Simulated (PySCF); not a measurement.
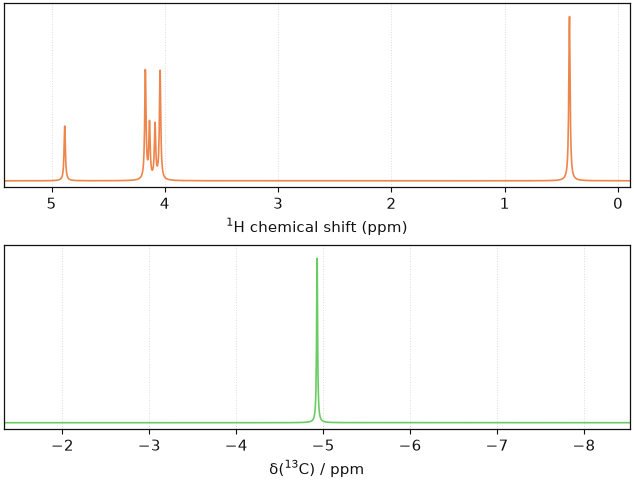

GIAO shifts, PBE0/pcSseg-1 in PySCF, at a GFN2-xTB geometry (no frequency check), against TMS for ¹H and TMS for ¹³C computed at the same level. Gas phase, fully decoupled, line heights follow the number of nuclei, widths are arbitrary (no quadrupolar broadening); values of one conformer, averaged over methyl-type rotors and exact or near symmetry; other conformers aren't averaged in.

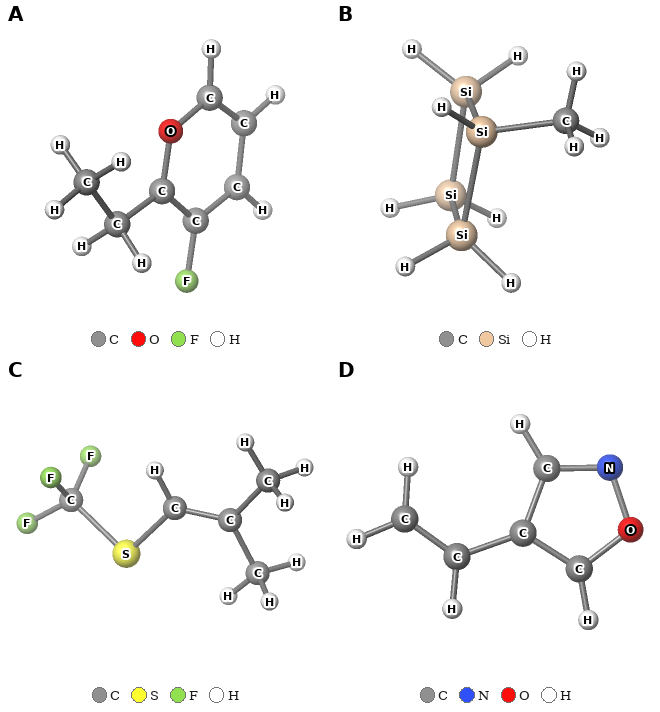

> Which structure fits the spectrum? Choose among the lettered structures. Charge and spin: A +1 singlet; B neutral singlet; C neutral singlet; D neutral singlet.

Structure B, CH₁₀Si₄, SMILES C[SiH]1[SiH2][SiH2][SiH2]1. Its ¹H signals: 4.88 (1 H), 4.17 (2 H), 4.14 (1 H), 4.09 (1 H), 4.04 (2 H), 0.43 (3 H) ppm. Its ¹³C signals: −4.9 (1 C) ppm.

Caveats: the tight-binding geometry is rougher than a DFT one and adds to the error.
